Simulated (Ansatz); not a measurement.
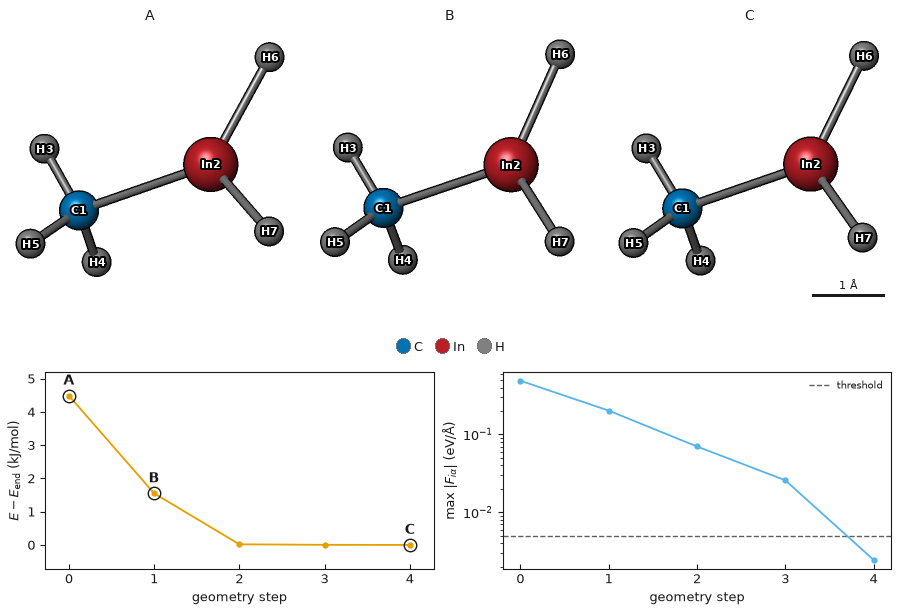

Frames of a relaxation of CH$_{5}$In, marked on the history of the run. The picture is a ball-and-stick view, seen at a tilt.

The start comes from GFN2-xTB.

All numbers below come from RKS PBE0-D4/def2-TZVP in Ansatz 0.2.0. Set-up: force threshold 0.005 eV/Å; at most 150 steps.

Describe the path.

Over 4 geometry steps the energy falls by 4.49 kJ/mol. Largest force component: 0.49 eV/Å at the start, 0.0025 eV/Å at the end. The largest move after the best rigid fit is that of H7, 0.13 Å. By element the largest moves are H 0.13 Å, C 0.06 Å. In stays in place. Near-neighbour distances that change, for instance: C1–In2 2.213 → 2.153 Å, In2–H6 1.738 → 1.730 Å. Bond angles that change, for instance: H6–In2–H7 111.3° → 119.3°, C1–In2–H7 124.2° → 120.0°, C1–In2–H6 124.5° → 120.8°. From step 0 to 1: H atoms move most (0.20 Å), energy −2.94 kJ/mol. From step 1 to 4: H6 moves most (0.08 Å), energy −1.55 kJ/mol.
